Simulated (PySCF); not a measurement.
CH7NOSi, SMILES C[SiH](N)O at its B3LYP/def2-SVP optimised geometry (Å):

```
11

Si    -0.1056    -0.9256     0.0000
C     -0.7440    -1.8288     1.5186
N     -0.8423    -1.6784    -1.3783
O     -0.4639     0.7093     0.0000
H      1.3847    -0.9256     0.0000
H     -0.3905    -2.8737     1.5399
H     -1.8463    -1.8427     1.5525
H     -0.3836    -1.3373     2.4368
H     -0.5331    -1.4651    -2.3222
H     -1.1849    -2.6322    -1.3191
H     -1.3847     0.9256    -0.1921
```

Calculation: B3LYP/def2-TZVP (PySCF). Cells within 0.4 Å of a nucleus heavier than hydrogen are left out (blank, or x).

Map of the electron localisation function on the plane z = 0.0 Å:

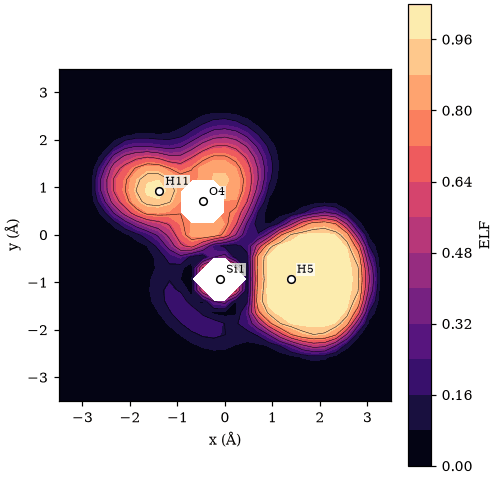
Figure: Electron localisation function on the plane z = 0.0 Å.
